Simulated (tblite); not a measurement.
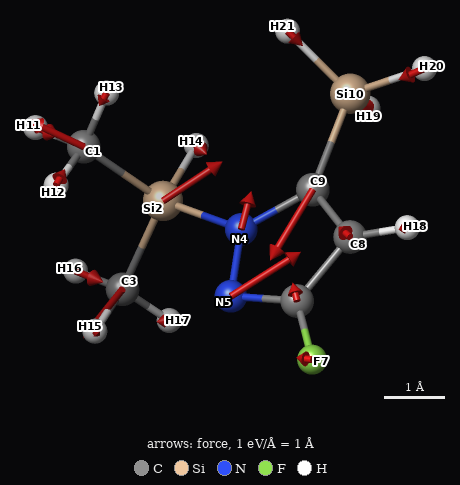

Starting geometry of C5H11FN2Si2 with the computed forces as red arrows. Style: ball-and-stick. Shown at a tilt.

Level of theory: GFN2-xTB geometry optimisation, gas phase (tblite 0.8.0). 

**What follows when this structure is relaxed?**

It isn't relaxed: the largest force vector, on a C atom, is 1.43 eV/Å. The final displacements have little in common with the starting forces (cosine between the two patterns 0.21). The energy falls by 4.93 kcal/mol in 82 geometry steps. An H atom moves most after the best rigid fit: 0.31 Å. Largest moves by element: H 0.31 Å, F 0.26 Å, N 0.18 Å, C 0.13 Å, Si 0.09 Å. Among the contacts that change: C–Si 1.843 → 1.892 Å, C–N 1.395 → 1.359 Å, C–Si 1.863 → 1.898 Å, H–Si 1.493 → 1.463 Å. Bond angles that change, for instance: C–Si–H 108.4° → 113.7°, Si–N–C 128.4° → 133.4°, N–Si–H 109.0° → 104.3°.
